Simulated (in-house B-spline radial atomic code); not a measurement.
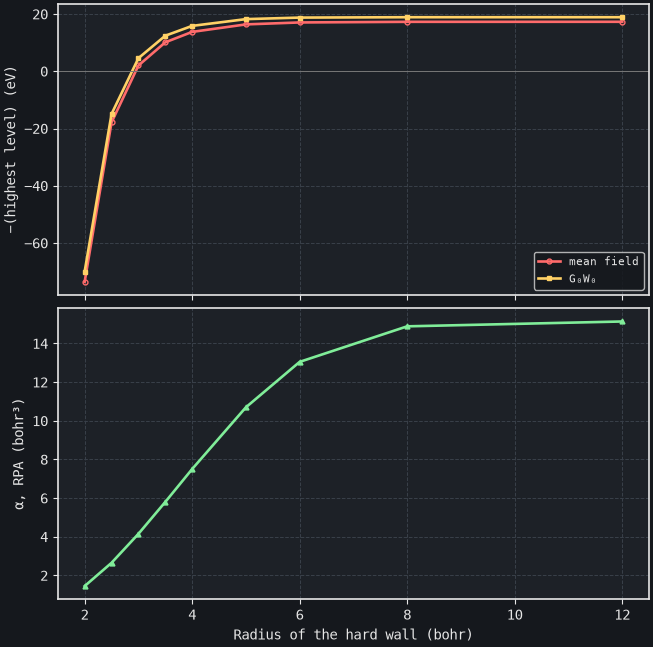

In⁺ ([Kr] 4d¹⁰ 5s²) confined in a hard spherical wall, Hartree-Fock start. All-electron spherical atom, scalar X2C, no spin-orbit coupling, Breit or QED terms; computed with a B-spline radial code.

**What does confinement do?**

As the wall closes from 12 to 2 bohr, the mean-field binding energy of 5s goes from 17.29 to −73.57 eV, so the level rises above zero, and the G₀W₀ value from 18.89 (at 12 bohr) to −69.97 eV (at 2 bohr). The RPA-screened polarisability falls from 15.1 to 1.45 bohr³, and the RPA correlation energy goes from −3.47 to −3.63 hartree.
